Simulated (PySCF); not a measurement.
# [S4]2− ([S4]2-): PBE0/STO-3G

Aim: the energy change on altering one bond length of [S4]2− ([S4]2-) at PBE0/STO-3G, from 2 runs. Input form: a Python script.

The calculation is run with PySCF 2.14.0.

11 further runs of the same task are left out: 2 that didn't finish, 9 set aside as unsound or not needed.

## 1. Starting point

[S4]2− has 4 atoms, charge -2, and is taken as a singlet. The coordinates come from a GFN2-xTB relaxation.

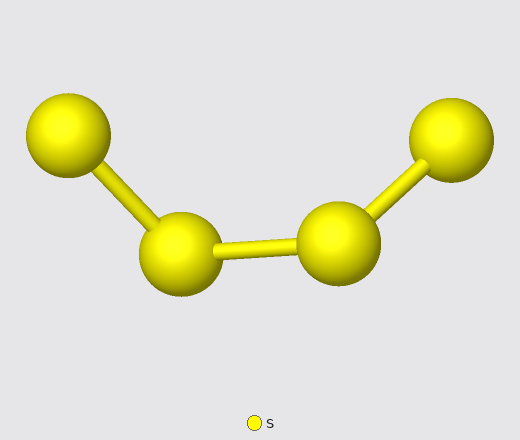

Viewed from a chosen angle; sulfur yellow.

## 2. The energy at PBE0/STO-3G

Input file calc.py:

```python
from pyscf import gto, dft

mol = gto.M(
    atom='''
S     -1.447470     0.791440     1.641580
S      0.409070     0.724090     0.917360
S      0.447450     0.225710    -1.132780
S      0.590950    -1.741240    -1.426160
''',
    basis='sto-3g',
    charge=-2,
    max_memory=1860,
    verbose=3,
)

ks = dft.RKS(mol)
ks.xc = 'pbe0'
ks.conv_tol = 1e-10
ks.grids.level = 5
ks.kernel()
if not ks.converged:
    ks = ks.newton().run(ks.mo_coeff, ks.mo_occ)

energy = ks.e_tot
print('Final energy', energy)
```

On the command line:

```sh
OMP_NUM_THREADS=1 python calc.py
```

Log:

```text
converged SCF energy = -1574.12325295233
Final energy -1574.123252952331
```

It took 3.6 s on 1 thread of Intel Xeon Platinum 8375C at 2.90GHz (Ice Lake), shared host; peak memory 0.27 GiB.

## 3. The distorted shape, same level

Input file calc.py:

```python
from pyscf import gto, dft

mol = gto.M(
    atom=[
    ('S', (-1.476173, 1.184874, 1.700263)),
    ('S', (0.380367, 1.117524, 0.976043)),
    ('S', (0.418747, 0.619144, -1.074097)),
    ('S', (0.590950, -1.741240, -1.426160)),
],
    charge=-2,
    basis='sto-3g',
    max_memory=1860,
    verbose=4,
)

mf = dft.RKS(mol, xc='pbe0')
mf.grids.level = 5
mf.conv_tol = 1e-10
mf.kernel()
if not mf.converged:
    mf = mf.newton().run(mf.mo_coeff, mf.mo_occ)

energy = mf.e_tot
print('Final energy', energy)
```

On the command line:

```sh
OMP_NUM_THREADS=1 python calc.py
```

Log:

```text
PySCF version 2.14.0

[INPUT] num. atoms = 4
[INPUT] num. electrons = 66
[INPUT] charge = -2
[INPUT] spin (= nelec alpha-beta = 2S) = 0
[INPUT] symmetry False subgroup None
[INPUT] Mole.unit = angstrom
[INPUT] Symbol           X                Y                Z      unit          X                Y                Z       unit  Magmom
[INPUT]  1 S     -1.476173000000   1.184874000000   1.700263000000 AA   -2.789562682478   2.239087352118   3.213031409731 Bohr   0.0
[INPUT]  2 S      0.380367000000   1.117524000000   0.976043000000 AA    0.718789456822   2.111814297628   1.844453955799 Bohr   0.0
[INPUT]  3 S      0.418747000000   0.619144000000  -1.074097000000 AA    0.791317145483   1.170012591668  -2.029749161217 Bohr   0.0
[INPUT]  4 S      0.590950000000  -1.741240000000  -1.426160000000 AA    1.116733653312  -3.290466717138  -2.695051809810 Bohr   0.0

nuclear repulsion = 293.229822084357
number of shells = 20
number of NR pGTOs = 108
number of NR cGTOs = 36
basis = sto-3g
ecp = {}

******** <class 'pyscf.dft.rks.RKS'> ********
method = RKS
initial guess = minao
damping factor = 0
level_shift factor = 0
DIIS = <class 'pyscf.scf.diis.CDIIS'>
diis_start_cycle = 1
diis_space = 8
diis_damp = 0
SCF conv_tol = 1e-10
SCF conv_tol_grad = None
SCF max_cycles = 50
direct_scf = True
direct_scf_tol = 1e-13
XC library pyscf.dft.libxc version 7.0.0
    S. Lehtola, C. Steigemann, M. J.T. Oliveira, and M. A.L. Marques.,  SoftwareX 7, 1–5 (2018)
XC functionals = pbe0
radial grids:
    Treutler-Ahlrichs [JCP 102, 346 (1995); DOI:10.1063/1.469408] (M4) radial grids

becke partition: Becke, JCP 88, 2547 (1988); DOI:10.1063/1.454033
pruning grids: <function nwchem_prune>
grids dens level: 5
symmetrized grids: False
atomic radii adjust function: <function treutler_atomic_radii_adjust>
small_rho_cutoff = 0
Set gradient conv threshold to 1e-05
Initial guess from minao.
tot grids = 172192
init E= -1573.76286673957
  HOMO = -0.236824020498041  LUMO = -0.138484625608475  gap/eV = 2.67595
cycle= 1 E= -1574.04986058161  delta_E= -0.287  |g|= 0.306  |ddm|= 3.49
  HOMO = 0.495564163028891  LUMO = 0.539825306290618  gap/eV = 1.20441
cycle= 2 E= -1573.89304779666  delta_E= 0.157  |g|= 0.607  |ddm|=  2.3
  HOMO = 0.424702325740608  LUMO = 0.571289522074707  gap/eV = 3.98884
cycle= 3 E= -1574.1050711768  delta_E= -0.212  |g|= 0.0423  |ddm|= 1.67
  HOMO = 0.417285919404477  LUMO = 0.572154687013069  gap/eV = 4.21419
cycle= 4 E= -1574.10542141782  delta_E= -0.00035  |g|= 0.0363  |ddm|= 0.183
  HOMO = 0.416439672576928  LUMO = 0.571430983979079  gap/eV = 4.21753
cycle= 5 E= -1574.10615227742  delta_E= -0.000731  |g|= 0.00298  |ddm|= 0.0804
  HOMO = 0.417707147602685  LUMO = 0.570580109682875  gap/eV = 4.15989
cycle= 6 E= -1574.1061610275  delta_E= -8.75e-06  |g|= 0.000823  |ddm|= 0.0144
  HOMO = 0.417531493930666  LUMO = 0.570738349573208  gap/eV = 4.16897
cycle= 7 E= -1574.10616181362  delta_E= -7.86e-07  |g|= 9.83e-05  |ddm|= 0.00506
  HOMO = 0.417540140480755  LUMO = 0.57071588936946  gap/eV = 4.16812
cycle= 8 E= -1574.10616182863  delta_E= -1.5e-08  |g|= 8.02e-06  |ddm|= 0.000833
  HOMO = 0.417540071690822  LUMO = 0.570717043302288  gap/eV = 4.16816
cycle= 9 E= -1574.10616182876  delta_E= -1.31e-10  |g|= 1.46e-06  |ddm|= 6.88e-05
  HOMO = 0.417539974823701  LUMO = 0.570717252210449  gap/eV = 4.16817
cycle= 10 E= -1574.10616182876  delta_E= -3.41e-12  |g|= 7.07e-08  |ddm|= 1.14e-05
  HOMO = 0.417539944928274  LUMO = 0.57071727260166  gap/eV = 4.16817
Extra cycle  E= -1574.10616182877  delta_E= -2.05e-12  |g|= 3.22e-08  |ddm|= 5.5e-07
converged SCF energy = -1574.10616182877
Final energy -1574.1061618287667
```

Wall time 4.5 s (1 thread of Intel Xeon Platinum 8375C at 2.90GHz (Ice Lake), shared host); peak memory 0.27 GiB.

## 4. Outcome

At PBE0/STO-3G:

| quantity | value |
| --- | --- |
| first shape: total energy | -1574.12325 Eh |
| first shape: HOMO energy | 11.82 eV |
| first shape: LUMO energy | 16.92 eV |
| first shape: HOMO–LUMO gap (to an unbound level, set by the basis) | 5.10 eV |
| distorted shape: total energy | -1574.10616 Eh |
| distorted shape: HOMO energy | 11.36 eV |
| distorted shape: LUMO energy | 15.53 eV |
| distorted shape: HOMO–LUMO gap (to an unbound level, set by the basis) | 4.17 eV |
| energy change with the S3–S4 bond stretched from 1.994 to 2.393 Å | 0.465 eV |

What this shows: With the S3–S4 bond stretched from 1.994 to 2.393 Å the energy rises by 0.47 eV (10.7 kcal/mol). The first shape isn't relaxed at this level, so the change isn't measured from a minimum. The minimal basis adds a large error of its own. The HOMO (first shape) lies at positive energy, 11.82 eV; only total energies tell whether the electron is bound. Mulliken charges (distorted shape) run from -0.71 on S4 to -0.27 on S2. The HOMO (distorted shape) lies at positive energy, 11.36 eV; only total energies tell whether the electron is bound.
